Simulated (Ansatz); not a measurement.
The figure comes from a scan of MgAu (CsCl type): a phonon pattern at Γ is frozen into a 2-atom cell, Q being the largest atomic displacement. All values below come from LDA (plane waves to 420 eV, PAW, scalar-relativistic; Ansatz, a first-principles code). k mesh 14×14×14 (Γ-centred), Fermi-Dirac smearing 0.05 eV. The energy includes the smearing's −TS. With partly filled bands, energies and forces of such displacements shift with the k mesh and the smearing. MgAu was relaxed with its symmetry unable to fall. Spin-orbit coupling is left out, though Au is heavy. The zero of ΔE is the undisplaced structure.

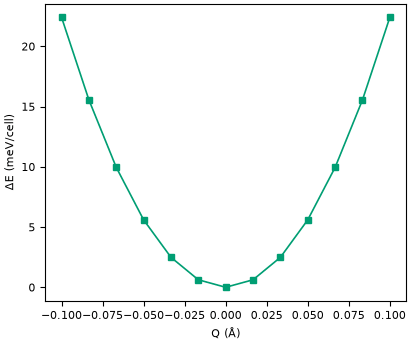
Fig. 1. ΔE (meV/cell) against Q (Å); markers are the computed points, lines only join them.

### Question
List the plotted points as numbers.

### Answer
To the nearest 0.5:

| Q (Å) | ΔE (meV/cell) |
|---|---|
| -0.100 | 22.5 |
| -0.083 | 15.5 |
| -0.067 | 10.0 |
| -0.050 | 5.5 |
| -0.033 | 2.5 |
| -0.017 | 0.5 |
| 0.000 | 0.0 |
| 0.017 | 0.5 |
| 0.033 | 2.5 |
| 0.050 | 5.5 |
| 0.067 | 10.0 |
| 0.083 | 15.5 |
| 0.100 | 22.5 |

(A displaced cell: forces are minus the slopes of the energy, force constants its curvatures, and phonons follow from these.)
